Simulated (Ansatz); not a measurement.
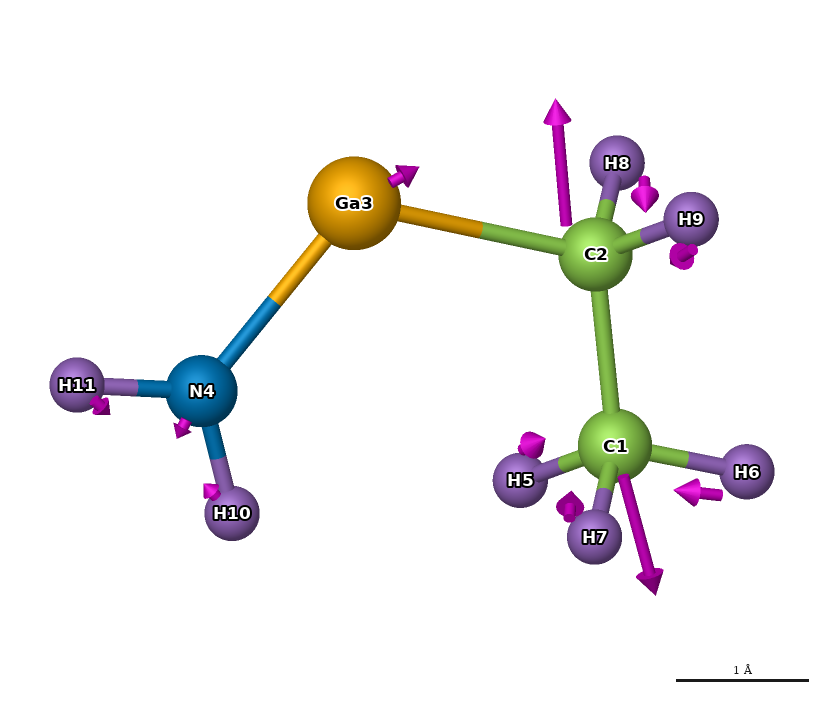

Arrows show the forces on the atoms, 4 Å of arrow for 1 eV/Å; forces under a tenth of the largest aren't drawn. The species is neutral and a spin doublet. Level of theory: ωB97M-V/def2-TZVPP (Ansatz 0.2.0).

> Along which bond is the force strongest?

C1–C2, now 1.522 Å: the forces push its atoms apart, so a first step downhill lengthens it.

List the force components in the frame of the picture (x right, y up, z towards the viewer), in eV/Å.

```json
{"atom": "C1", "Fx": "0.06", "Fy": "−0.23", "Fz": "−0.08"}
{"atom": "C2", "Fx": "−0.02", "Fy": "0.24", "Fz": "0.07"}
{"atom": "Ga3", "Fx": "0.06", "Fy": "0.03", "Fz": "−0.01"}
{"atom": "N4", "Fx": "−0.02", "Fy": "−0.04", "Fz": "0.00"}
{"atom": "H5", "Fx": "0.04", "Fy": "0.02", "Fz": "0.06"}
{"atom": "H6", "Fx": "−0.09", "Fy": "0.01", "Fz": "0.03"}
{"atom": "H7", "Fx": "0.00", "Fy": "0.05", "Fz": "−0.06"}
{"atom": "H8", "Fx": "0.00", "Fy": "−0.06", "Fz": "0.06"}
{"atom": "H9", "Fx": "−0.04", "Fy": "−0.03", "Fz": "−0.07"}
{"atom": "H10", "Fx": "−0.02", "Fy": "0.03", "Fz": "0.01"}
{"atom": "H11", "Fx": "0.03", "Fy": "−0.03", "Fz": "−0.02"}
```
